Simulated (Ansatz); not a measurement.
## Convergence of a linear-scaling basis for Ge(100) slab, H on the bottom face, dimerised (48 atoms)

Wanted: errors and times of a linear-scaling basis for Ge(100) slab, H on the bottom face, dimerised (48 atoms). A setting counts as converged where the r.m.s. difference of forces stays under 1 % of the r.m.s. force.

Method: Kohn-Sham DFT, PBE, PAW (set soft_2), plane waves, in Ansatz 0.2.0.

## 1. The starting structure

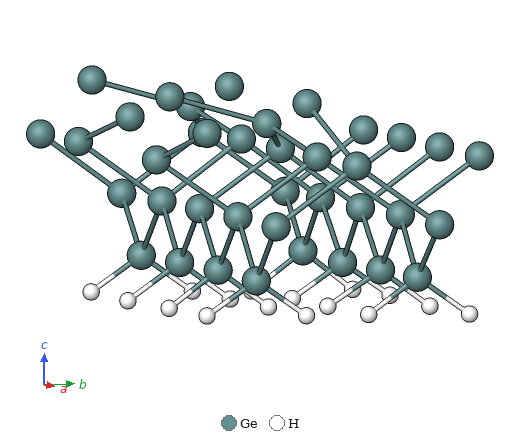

The cell as given, from the side, with the c axis up (germanium teal, hydrogen white). Some periodic images of atoms are drawn too.

The cell holds 48 atoms: 32 Ge and 16 H. Cell: a = 16.003 Å, b = 8.002 Å, c = 15.127 Å, α = 90.0°, β = 90.0°, γ = 90.0°. It derives from Ge (diamond-structure). Diamond-structure Ge (a = 5.658 Å), (100) slab of 4 atomic planes, 4 x 2 surface cells, H on the broken bonds of the bottom face, 10 Å of vacuum; top atoms paired into dimers, p(2x2) buckling; displaced by a Gaussian of 0.02 Å. Regions: slab, 32 atoms (32 Ge); hydrogen, 16 atoms (16 H). Vacuum lies along c.

Limits known from the start: Beside vacuum, support functions can miss their usual error bounds without a warning. The main run has no spin polarisation, so any moments at edges, vacancies or dangling bonds can't form in it.

## 2. Plane-wave single point

The first run fixes the reference, at a cutoff of 420 eV.

Input file input.yaml:

```yaml
crystal:
  lattice:
    - [16.00324, 0.0, 0.0]
    - [0.0, 8.00162, 0.0]
    - [0.0, 0.0, 15.12685]
  atoms:
    - { symbol: Ge, position: [0.12606, 0.25051, 0.38776] }
    - { symbol: Ge, position: [5.0e-05, 0.25016, 0.47999] }
    - { symbol: Ge, position: [0.00045, 0.49968, 0.57517] }
    - { symbol: Ge, position: [0.126, 0.0981, 0.66841] }
    - { symbol: Ge, position: [0.12439, 0.7517, 0.39165] }
    - { symbol: Ge, position: [0.00186, 0.75539, 0.4801] }
    - { symbol: Ge, position: [0.00272, 0.99774, 0.57642] }
    - { symbol: Ge, position: [0.12521, 0.4035, 0.62402] }
    - { symbol: Ge, position: [0.37433, 0.25049, 0.3896] }
    - { symbol: Ge, position: [0.25126, 0.25447, 0.48102] }
    - { symbol: Ge, position: [0.25133, 0.50041, 0.57838] }
    - { symbol: Ge, position: [0.37825, 0.09518, 0.62312] }
    - { symbol: Ge, position: [0.37787, 0.75327, 0.38673] }
    - { symbol: Ge, position: [0.25039, 0.74606, 0.48324] }
    - { symbol: Ge, position: [0.25153, 0.99591, 0.57767] }
    - { symbol: Ge, position: [0.37815, 0.40267, 0.66974] }
    - { symbol: Ge, position: [0.62582, 0.24946, 0.39082] }
    - { symbol: Ge, position: [0.50197, 0.25122, 0.48229] }
    - { symbol: Ge, position: [0.50336, 0.50067, 0.57653] }
    - { symbol: Ge, position: [0.62761, 0.09897, 0.66839] }
    - { symbol: Ge, position: [0.6281, 0.75117, 0.38804] }
    - { symbol: Ge, position: [0.5016, 0.7495, 0.48074] }
    - { symbol: Ge, position: [0.50142, 0.99472, 0.57594] }
    - { symbol: Ge, position: [0.62482, 0.40029, 0.62375] }
    - { symbol: Ge, position: [0.87628, 0.24782, 0.38718] }
    - { symbol: Ge, position: [0.75126, 0.25063, 0.48276] }
    - { symbol: Ge, position: [0.75227, 0.49564, 0.57644] }
    - { symbol: Ge, position: [0.87538, 0.09586, 0.62333] }
    - { symbol: Ge, position: [0.87482, 0.74712, 0.38961] }
    - { symbol: Ge, position: [0.75086, 0.75378, 0.48273] }
    - { symbol: Ge, position: [0.7518, 0.99806, 0.57509] }
    - { symbol: Ge, position: [0.8786, 0.40393, 0.6691] }
    - { symbol: H, position: [0.12699, 0.09482, 0.3305] }
    - { symbol: H, position: [0.12849, 0.40759, 0.32989] }
    - { symbol: H, position: [0.12735, 0.90424, 0.32933] }
    - { symbol: H, position: [0.12681, 0.59187, 0.32867] }
    - { symbol: H, position: [0.37547, 0.08979, 0.32971] }
    - { symbol: H, position: [0.37658, 0.40617, 0.33055] }
    - { symbol: H, position: [0.37629, 0.59826, 0.33] }
    - { symbol: H, position: [0.37576, 0.90118, 0.33328] }
    - { symbol: H, position: [0.62783, 0.40416, 0.33124] }
    - { symbol: H, position: [0.62623, 0.09743, 0.33091] }
    - { symbol: H, position: [0.62722, 0.58825, 0.33113] }
    - { symbol: H, position: [0.62737, 0.90414, 0.32932] }
    - { symbol: H, position: [0.87563, 0.09536, 0.33216] }
    - { symbol: H, position: [0.87586, 0.40322, 0.33057] }
    - { symbol: H, position: [0.87671, 0.90789, 0.33009] }
    - { symbol: H, position: [0.87604, 0.59584, 0.3313] }
kpoints:
  mp_grid: { grid: [1, 2, 1] }
hamiltonian:
  xc: pbe
scf:
  occupations: { method: fermi_dirac, width: 0.05 }
output:
  forces: true
  populations: true
  dos:
    method: { smearing: { sigma: 0.08 } }
    de: 0.1
    projected:
      site_lists:
        Ge: [Ge]
        H: [H]
        slab: [0, 1, 2, 3, 4, 5, 6, 7, 8, 9, 10, 11, 12, 13, 14, 15, 16, 17, 18, 19, 20, 21, 22, 23, 24, 25, 26, 27, 28, 29, 30, 31]
        hydrogen: [32, 33, 34, 35, 36, 37, 38, 39, 40, 41, 42, 43, 44, 45, 46, 47]
  eigenvalues: true
  write_density: true
  write_potential: true
  volumetric_format: npy
```

Command:

```bash
$ ansatz run input.yaml --threads 4 --pin off --max-ram 8192MiB --backend cpu --events-out ev --progress --plain --runs-dir out
```

Numbers of over 12 decimals in the logs are rounded to 6 here.

Log:

```text
Engine: ansatz 0.2.0, x86_64-unknown-linux-gnu
Pseudopotentials: kind: paw
Pseudopotential: Ge, paw, valence charge 14, recommended cutoff 420 eV (normal), Ge.paw.azcp
Pseudopotential: H, paw, valence charge 1, recommended cutoff 420 eV (normal), H.paw.azcp
[... 5 lines on functional and potentials left out ...]
Crystal: 48 atoms, lattice volume = 1937.021 Å³
Basis set: ecut = 420 eV, 37849 PW (Γ), exchange–correlation on 216×108×216 points (8 copies of the dense FFT grid, shifted against one another)
Bands: 280, of which v1, the nominal top of the filled ones, is band 232 counted from 1 (231 counted from 0)
Symmetry: 1 space group operations
Space group: P1 (ITA 1), of the structure as read, at distance tolerance 1.2e-4 Å
k-points: 2
[... 5 lines on functional and potentials left out ...]
Initial density: superposition of atomic densities (neutral atoms: chi_scale 0, normalization atom), corrected by the library's trained network
Initial wavefunctions: pseudopotential atomic-orbital guess
Functional: x = pbe(κ = 0.804, μ = 0.219515), c = pbe(β = 0.066725)
SCF iter   1: F=—  HF=-137677.361446 eV  |F-HF|=—  |Δ(HF+E_count)|=         —  Δρ=2.02e-3  dr2=2.40e-1  ethr=1.77e-3  ⟨swp⟩=5.5  Hψ=1981  notcnv=0  defer=47
preconditioner: auto → LDOS  [metal: Δε(μ)=0.030 eV  Ē_g=21.713 eV  σ=0.050 eV  W_gap=0.15  n_scr=316 (ndim 8)  ℏωp=18.2 eV  f_vac=0.548  D(μ)=21.46/eV (n_scr^D=90)  β→1.0]
SCF iter   2: F=—  HF=-137677.327599 eV  |F-HF|=—  |Δ(HF+E_count)|=   3.38e-2  Δρ=1.37e-3  dr2=5.63e-2  ethr=5.17e-5  ⟨swp⟩=3.0  Hψ=1141  notcnv=0  defer=75
SCF iter   3: F=—  HF=-137677.320153 eV  |F-HF|=—  |Δ(HF+E_count)|=   7.45e-3  Δρ=4.17e-4  dr2=1.49e-2  ethr=1.21e-5  ⟨swp⟩=2.0  Hψ=970  notcnv=0  defer=75
SCF iter   4: F=—  HF=-137677.318534 eV  |F-HF|=—  |Δ(HF+E_count)|=   1.62e-3  Δρ=1.95e-4  dr2=3.29e-3  ethr=3.21e-6  ⟨swp⟩=2.0  Hψ=912  notcnv=0  defer=75
SCF iter   5: F=—  HF=-137677.318218 eV  |F-HF|=—  |Δ(HF+E_count)|=   3.16e-4  Δρ=9.73e-5  dr2=6.76e-4  ethr=7.08e-7  ⟨swp⟩=2.0  Hψ=951  notcnv=0  defer=75
SCF iter   6: F=—  HF=-137677.318069 eV  |F-HF|=—  |Δ(HF+E_count)|=   1.49e-4  Δρ=3.57e-5  dr2=1.17e-4  ethr=1.46e-7  ⟨swp⟩=2.0  Hψ=951  notcnv=0  defer=75
SCF iter   7: F=—  HF=-137677.318059 eV  |F-HF|=—  |Δ(HF+E_count)|=   1.01e-5  Δρ=1.79e-5  dr2=2.17e-5  ethr=2.52e-8  ⟨swp⟩=2.0  Hψ=685  notcnv=0  defer=75
SCF iter   8: F=—  HF=-137677.318639 eV  |F-HF|=—  |Δ(HF+E_count)|=   5.80e-4  Δρ=8.53e-6  dr2=3.97e-6  ethr=4.69e-9  ⟨swp⟩=2.0  Hψ=931  notcnv=0  defer=75
SCF iter   9: F=—  HF=-137677.318639 eV  |F-HF|=—  |Δ(HF+E_count)|=   3.34e-8  Δρ=4.70e-6  dr2=1.34e-6  ethr=8.55e-10  ⟨swp⟩=2.0  Hψ=933  notcnv=0  defer=75
SCF iter  10: F=—  HF=-137677.318639 eV  |F-HF|=—  |Δ(HF+E_count)|=   1.78e-7  Δρ=2.60e-6  dr2=4.02e-7  ethr=2.89e-10  ⟨swp⟩=2.0  Hψ=933  notcnv=0  defer=75
SCF iter  11: F=-137677.318639 eV  HF=-137677.318639 eV  |F-HF|=5.50e-8  |Δ(HF+E_count)|=   5.73e-9  Δρ=1.23e-6  dr2=8.23e-8  ethr=2.16e-11  ⟨swp⟩=16.5  Hψ=4317  notcnv=0
SCF 1 converged in 11 iterations: F = -137677.318639 eV  dr2 = 8.23e-8
  greatest PAW one-centre occupation: 0.998 electrons in one spin orbital (limit 2), on the Ge atom at site 23 (counted from 0), in its partial waves of l = 2
WARN: The output density's exchange-correlation potential varies sharply where the density is thin. Do not read a vacuum level from v_tot or v_xc, or from such a field of the output density. On a cell that repeats whose density bears no net charge and no dipole along the vacuum's axis use v_es (v_loc + v_h of the components); [...]
SCF converged after 11 iterations
Free energy (F): -137677.318639 eV
Harris-Foulkes:  -137677.318639 eV  (|F-HF|=5.50e-8)
Internal energy: -137677.156479 eV  (E = F + TS)
E sigma→0 (E₀):  -137677.237559 eV
Entropy (-TS):   -0.162160 eV (-3.378 meV/atom)
Fermi energy:    0.367325 eV
--- Per-component energies (eV) ---
  E_band       = -8310.781453
  E_kinetic    = 3787.981953
  E_local      = -238255.238711  (includes V_loc(G=0)·N_el)
  E_nonlocal   = 13416.987781
  E_hartree    = 112498.737093
  E_xc         = -2559.263727
  E_vxc        = -2247.838113  (∫ρ·V_xc dr)
  E_paw        = -64636.354233  (= ΣΔE_a)
  E_vpaw       = -10010.104312  (= ΣTr[D̂ρ^β])
  E_aug_tail   = -0.009818  (compensation charges beyond the density's cutoff)
  E_ewald      = 38070.003182
  E_smearing   = -0.162160  (= −TS)
  E_closure    = -0.000000  (closes the sum)
  Σ components = -137677.318639   (vs F -137677.318639, Δ=0.00e0)
--- Forces (eV/Å), atoms counted from 1 ---
  atom   1  Ge     0.04226596    -0.10007862     0.37303398
  atom   2  Ge     0.18137470    -0.11111008    -0.49127448
  atom   3  Ge    -1.52728425     0.72999651    -0.40598261
  atom   4  Ge     0.10415474    -0.36803833     0.37337096
  atom   5  Ge     0.58081118    -0.57558040    -0.77301368
  atom   6  Ge    -0.55863773    -0.49178069     0.46056569
  atom   7  Ge     1.22506588    -0.01778959    -0.01514678
  atom   8  Ge     0.10273140    -1.14257972     0.70235781
  atom   9  Ge     0.46500227    -0.14835583    -0.23289393
  atom  10  Ge    -0.32369154    -0.43188725    -0.24820991
  atom  11  Ge     1.66129033     0.34326680    -0.02292306
  atom  12  Ge    -0.50942663     1.22205679     0.74727100
  atom  13  Ge    -0.39334878    -1.43480935     1.81255380
  atom  14  Ge     0.31597274     0.20001725    -0.20468694
[...]
atom  47  H     -0.04674458    -0.55813087     0.14412268
  atom  48  H     -0.00966964    -0.40717643    -0.43996382
  max |Σ_I F_I| component: 1.61e-4 eV/Å
--- Band table (eV) ---
  k-point 0: bands = ["-24.2824", "-24.2608", "-24.2606", "-24.2370", [... 264 levels ...], "4.8212", "4.8615", "4.8935", "4.9031", "4.9293", "4.9415", "4.9559", "5.2127", "5.2294", "5.3128", "5.3179", "5.3437"]
  k-point 1: bands = ["-24.2824", "-24.2609", "-24.2606", "-24.2370", [... 264 levels ...], "5.0529", "5.1263", "5.1483", "5.2715", "5.2940", "5.3341", "5.5266", "5.5516", "5.6135", "5.6303", "5.6489", "5.6966"]
--- Löwdin populations: 48 sites ---
  site symbol       q [e]
     0     Ge     13.8584
     1     Ge     13.9573
     2     Ge     13.9995
[...]
47      H      1.0299
  spilling = 0.002833 (of n_electrons = 464.000000)
```

Run time: 20 s. Hardware: 4 threads of Intel Xeon 6975P-C (Granite Rapids), shared host; peak memory 5 GiB; 75 s of CPU time.

The column dr2 measures how far the density is from self-consistency, as an energy; F and HF (Harris–Foulkes) agree once it is small.

The program notes that the exchange-correlation potential is rough where the density is thin.

The run gave:

```yaml
free_energy: -137677.3186 eV
free_energy_per_atom: -2868.2775 eV/atom
scf_cycles: 11
r_m_s_force_component: 0.6348 eV/Å
longest_force: 2.418 eV/Å
fermi_energy: 0.3673 eV
levels_partly_filled_by_over_2_per_cent: 6
spilling_of_the_projection: 0.002833
```

The r.m.s. force component of 0.63 eV/Å sets the scale for the differences below.

## 3. Support functions low

With localised support functions most steps grow linearly with size, though the diagonalisation grows faster unless the density matrix is cut; this run measures error and cost at this size.

This step: Kohn-Sham DFT, PBE, PAW (set soft_2), localised support functions (low) (Ansatz 0.2.0).

input.yaml, the sections that differ from step 2:

```yaml
scf:
  occupations: { method: fermi_dirac, width: 0.05 }
  eigensolver: { kind: { support_functions: { accuracy: low } } }
  mixing: { beta: 0.4 }
  max_iter: 150
output:
  forces: true
  eigenvalues: true
# crystal, kpoints, hamiltonian: as in step 2
```

Log:

```text
Warning: scf.eigensolver.kind.support_functions: disabling space-group detection — the functions' gradient is summed over unrotated k-points, so no spatial operation reduces the k-mesh or symmetrises the density; time reversal is kept, so that k and −k are solved as one point where they differ and the mesh holds both, and exact exchange and, on two spinor components, a DFT+U term hold to it where the run has them: [...]
settings of this run that can trade accuracy for cost: scf.eigensolver.kind.support_functions; scf.eigensolver.kind.support_functions.accuracy: low [...]
[...]
Crystal: 48 atoms, lattice volume = 1937.021 Å³
Basis set: ecut = 420 eV, 37849 PW (Γ), exchange–correlation on 216×108×216 points (8 copies of the dense FFT grid, shifted against one another)
Bands: 279, of which v1, the nominal top of the filled ones, is band 232 counted from 1 (231 counted from 0)
Symmetry: 1 space group operations
k-points: 2
[...]
SCF iter   1: F=—  HF=-137671.971755 eV  |F-HF|=—  |Δ(HF+E_count)|=         —  Δρ=2.83e-2  dr2=1.55e1  ethr=1.00e-1
[...]
SCF iter  12: F=—  HF=-137677.398159 eV  |F-HF|=—  |Δ(HF+E_count)|=   2.41e-4  Δρ=2.03e-5  dr2=1.25e-5  ethr=8.98e-9  κ⁻¹=2.6e-5(r=7)
SCF iter  13: F=-137677.398343 eV  HF=-137677.398343 eV  |F-HF|=1.05e-7  |Δ(HF+E_count)|=   1.84e-4  Δρ=9.30e-6  dr2=2.31e-6  ethr=2.68e-9
SCF 1 converged in 13 iterations: F = -137677.400800 eV  dr2 = 2.31e-6
[...]
SCF converged after 13 iterations
Stability not checked: this state was not tested for a lower state beside it, because the mixer in use, unlike msr1, does not test its closes by its own steps (another_mixer; see scf.mixing.algorithm and scf.lower_state_search)
Free energy (F): -137677.400800 eV
[...]
Internal energy: -137677.238651 eV  (E = F + TS)
E sigma→0 (E₀):  -137677.319725 eV
Entropy (-TS):   -0.162149 eV (-3.378 meV/atom)
Fermi energy:    0.367248 eV
[...]
Σ components = -137677.400800   (vs F -137677.400800, Δ=0.00e0)
--- Forces (eV/Å), atoms counted from 1 ---
  atom   1  Ge     0.04238194    -0.10027625     0.36993108
  atom   2  Ge     0.18140284    -0.11109636    -0.49127712
  atom   3  Ge    -1.52686457     0.72992585    -0.40593003
  atom   4  Ge     0.10426430    -0.36773069     0.37316459
[...]
atom  48  H     -0.00963588    -0.40610661    -0.43763869
  max |Σ_I F_I| component: 3.16e-3 eV/Å
--- Band table (eV) ---
[...]
```

It took 49 s on 4 threads; peak memory 2.8 GiB; 3.1 min of CPU time.

The program notes that the band table was not solved further than the SCF left it and it switched symmetry off.

Keys that differ from the reference: support_functions.accuracy = "low", scf.max_iter = 150 and scf.mixing.beta = 0.4.

Forces differ from the reference by 1.1 meV/Å r.m.s., 0.17 % of their size, well within a tolerance of 1 %; the energy by -1.7 meV/atom. It took 49 s and 13 cycles; the reference's time can't be set against it, since the two runs asked for unlike analyses.

## 4. Support functions medium, spacing 0.45 Å

The grid spacing sets how fine a wave the support functions can hold.

This step: Kohn-Sham DFT, PBE, PAW (set soft_2), localised support functions (medium) (Ansatz 0.2.0).

input.yaml, the sections that differ from step 3:

```yaml
scf:
  occupations: { method: fermi_dirac, width: 0.05 }
  eigensolver: { kind: { support_functions: { accuracy: medium, spacing: 0.45 } } }
  mixing: { beta: 0.4 }
  max_iter: 150
# crystal, kpoints, hamiltonian, output: as in step 3
```

Log:

```text
[...]
Crystal: 48 atoms, lattice volume = 1937.021 Å³
Basis set: ecut = 420 eV, 37849 PW (Γ), exchange–correlation on 216×108×216 points (8 copies of the dense FFT grid, shifted against one another)
Bands: 279, of which v1, the nominal top of the filled ones, is band 232 counted from 1 (231 counted from 0)
Symmetry: 1 space group operations
k-points: 2
[...]
SCF iter   1: F=—  HF=-137155.521537 eV  |F-HF|=—  |Δ(HF+E_count)|=         —  Δρ=7.29e-2  dr2=4.45e1  ethr=1.00e-1
[...]
SCF iter  14: F=-136955.015976 eV  HF=-136955.015975 eV  |F-HF|=2.24e-7  |Δ(HF+E_count)|=   6.59e-4  Δρ=3.88e-6  dr2=3.93e-7  ethr=3.43e-10
SCF 1 converged in 14 iterations: F = -136955.025360 eV  dr2 = 3.93e-7
[...]
SCF converged after 14 iterations
[...]
Free energy (F): -136955.025360 eV
[...]
Internal energy: -136954.865215 eV  (E = F + TS)
E sigma→0 (E₀):  -136954.945288 eV
Entropy (-TS):   -0.160145 eV (-3.336 meV/atom)
Fermi energy:    0.165824 eV
[...]
--- Forces (eV/Å), atoms counted from 1 ---
  atom   1  Ge     2.44981052     0.42595013     0.98584627
  atom   2  Ge     0.09853269     0.05502185    -3.53898942
  atom   3  Ge    -1.50743216     0.73420676     2.27692284
  atom   4  Ge     2.15846921     6.99296368    -0.64259446
  atom   5  Ge    -0.91050410     1.46725761    -2.64066659
  atom   6  Ge    -2.81872406     4.45161405    -2.67783469
  atom   7  Ge    -2.05991534     1.27018533     2.67526049
  atom   8  Ge     0.55749728    -8.99691779    -0.49901966
  atom   9  Ge    -1.11381465     0.50622780    -0.79506455
  atom  10  Ge    -1.90703458     3.80684062    -3.13391680
  atom  11  Ge    -0.21351283    -0.00759387     2.32145616
  atom  12  Ge     5.93478448     9.00700530    -1.10358753
  atom  13  Ge     5.39144165     2.20721800     2.90429512
  atom  14  Ge    -0.22678234    -3.65520341    -2.22657544
[...]
atom  47  H      0.02124652    -0.62378803     0.37612228
  atom  48  H      0.03180811    -0.15206037    -0.15253966
  max |Σ_I F_I| component: 2.16e1 eV/Å
--- Band table (eV) ---
[...]
```

Elapsed: 23 s, on 4 threads; peak memory 1.6 GiB.

The program notes that the forces don't sum to zero within tolerance and the grid leaves an egg-box force.

Forces differ from the reference by 2660 meV/Å r.m.s., 419 % of their size, far over a tolerance of 1 %; the energy by +15048 meV/atom. The setting is coarser than the default on purpose.

## 5. Support functions medium, spacing 0.375 Å

The grid spacing sets how fine a wave the support functions can hold.

input.yaml, the sections that differ from step 4:

```yaml
scf:
  occupations: { method: fermi_dirac, width: 0.05 }
  eigensolver: { kind: { support_functions: { accuracy: medium, spacing: 0.375 } } }
  mixing: { beta: 0.4 }
  max_iter: 150
# crystal, kpoints, hamiltonian, output: as in step 4
```

Log:

```text
[...]
Crystal: 48 atoms, lattice volume = 1937.021 Å³
Basis set: ecut = 420 eV, 37849 PW (Γ), exchange–correlation on 216×108×216 points (8 copies of the dense FFT grid, shifted against one another)
Bands: 279, of which v1, the nominal top of the filled ones, is band 232 counted from 1 (231 counted from 0)
Symmetry: 1 space group operations
k-points: 2
[...]
SCF iter   1: F=—  HF=-137670.854599 eV  |F-HF|=—  |Δ(HF+E_count)|=         —  Δρ=2.84e-2  dr2=1.54e1  ethr=1.00e-1
[...]
SCF iter  14: F=-137676.540230 eV  HF=-137676.540230 eV  |F-HF|=1.55e-7  |Δ(HF+E_count)|=   4.70e-7  Δρ=4.69e-6  dr2=5.75e-7  ethr=3.74e-10
SCF 1 converged in 14 iterations: F = -137676.542912 eV  dr2 = 5.75e-7
[...]
SCF converged after 14 iterations
[...]
Free energy (F): -137676.542912 eV
[...]
Internal energy: -137676.380752 eV  (E = F + TS)
E sigma→0 (E₀):  -137676.461832 eV
Entropy (-TS):   -0.162160 eV (-3.378 meV/atom)
Fermi energy:    0.367680 eV
[...]
--- Forces (eV/Å), atoms counted from 1 ---
  atom   1  Ge     0.03976966    -0.10227567     0.37356233
  atom   2  Ge     0.18112853    -0.11136363    -0.48747549
  atom   3  Ge    -1.53028069     0.73113466    -0.40667161
  atom   4  Ge     0.09716851    -0.38596564     0.37137102
  atom   5  Ge     0.58241485    -0.57870895    -0.77586232
  atom   6  Ge    -0.56412116    -0.49891236     0.46336178
  atom   7  Ge     1.21440236    -0.01398727    -0.01740625
  atom   8  Ge     0.10193643    -1.11759193     0.69694379
  atom   9  Ge     0.46671010    -0.14864135    -0.23557042
  atom  10  Ge    -0.32798204    -0.43878174    -0.24186324
  atom  11  Ge     1.65670848     0.34274683    -0.02651775
  atom  12  Ge    -0.52853129     1.19463207     0.74130304
  atom  13  Ge    -0.40154774    -1.43799836     1.81214010
  atom  14  Ge     0.31504824     0.20491958    -0.19504222
[...]
atom  47  H     -0.05240239    -0.56248300     0.14483850
  atom  48  H     -0.01443398    -0.41319513    -0.43350493
  max |Σ_I F_I| component: 3.02e-1 eV/Å
--- Band table (eV) ---
[...]
```

Elapsed: 27 s, on 4 threads; peak memory 1.8 GiB; 100 s of CPU time.

Forces differ from the reference by 8.6 meV/Å r.m.s., 1.4 % of their size, over a tolerance of 1 %; the energy by +16 meV/atom. The setting is coarser than the default on purpose.

(Part 1 of 2 ends here.)

[Logs are printed without paths, hosts, clocks, repeated set-up lines and the standing remarks that a program may print on its own settings, such as how far it seeks lower states.]

[Hosts, paths, dates, database ids (printed as entryN), source tags and the programs' standing remarks are cut or masked in the printed files.]
